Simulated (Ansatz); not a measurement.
**BFH$_{3}$Si (charge −1): density, localisation and related maps**

```csv
atom,x (Å),y (Å),z (Å)
B,0.9724,-0.2674,0.7165
F,-1.7079,0.8104,-0.5016
Si,-0.8022,-0.5003,0.1398
H,1.4313,0.7712,1.1530
H,1.5503,-1.3025,1.0086
H,-1.1616,-1.5968,-0.8341
```

Geometry: B3LYP-D3(BJ)/def2-SVPD.

All numbers below come from isolated molecule in a Gaussian basis; Kohn-Sham density functional theory, functional PBE0 (Ansatz).

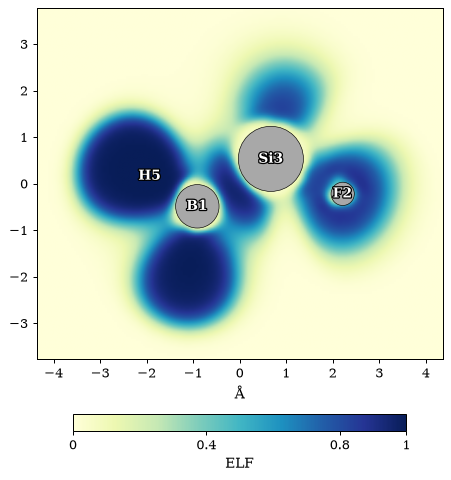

Figure 1. ELF on the plane of atoms B1, Si3 and F2. Grey discs cover the atomic cores.

> What does the map show?

Atoms in the plane: B, F, Si and H. Si–F (1.72 Å): the ELF peaks at about 0.85 in the valence shell of F, 0.6 Å from its nucleus, and is about 0.55 at the midpoint. Si–B (1.88 Å): the ELF peaks at about 0.95 between the atoms; a covalent bond. B–H (1.22 Å): the ELF climbs to about 1 towards the hydrogen, as it does in any bond to H; an ordinary covalent bond to hydrogen. The ELF also peaks beside F2, away from the bonds: lone-pair regions.

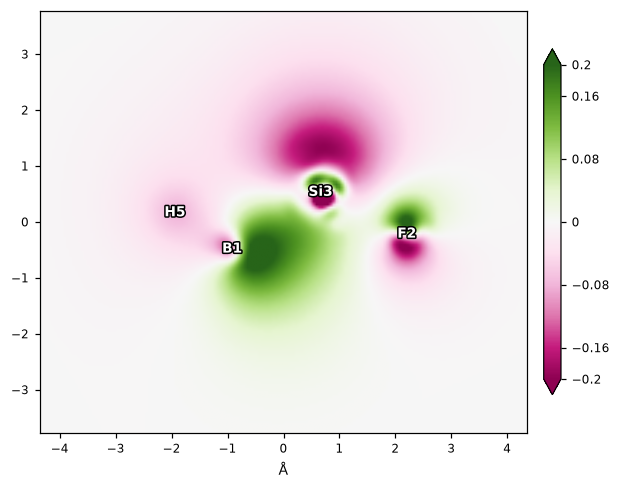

Figure 2. The HOMO on the plane of atoms B1, Si3 and F2 (values in Å⁻³ᐟ²; the overall sign is arbitrary).

> Describe this orbital and give its energy.

By Hirshfeld shares it lies mainly on Si3 (about 55 %) and B1 (about 30 %). Its energy is −0.02 eV.

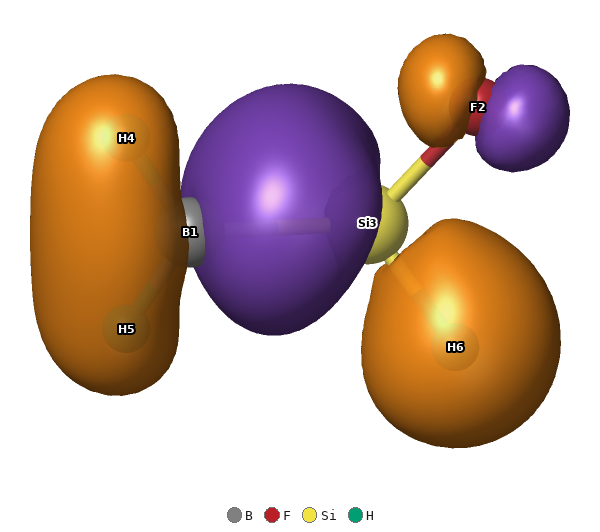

Figure 3. The HOMO−1 at ±0.1 Å⁻³ᐟ² (orange and purple are the two phases), seen at a tilt.

> Where does this orbital lie, and at what energy?

It lies mainly on Si3 (about 35 %), B1 (about 30 %), H6 (about 15 %), F2 (about 5 %), H4 (about 5 %) and H5 (about 5 %). Its energy is −3.08 eV.
